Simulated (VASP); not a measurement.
Band structure of Sm (relaxed from the fcc structure, space group Fm-3m). Level of theory: r2SCAN meta-GGA, VASP's PBE PAW potentials (set 64) (plane waves; VASP 6.6.1).

The 4f electrons are frozen in the core of the lanthanide potential, so 4f levels, which can set the real gap, and their magnetism are missing.

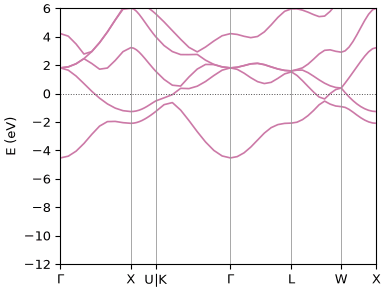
Figure. Bands along high-symmetry lines, zero at the valence-band maximum or, without a gap, the Fermi level

Problem. Read the plot: is there a gap, and where are the band edges?

Solution. It has no gap at this level: it comes out as a metal or semimetal.

The structure was generated: Sm was put into the fcc type (Fm-3m), which need not be its known phase. It was relaxed first.
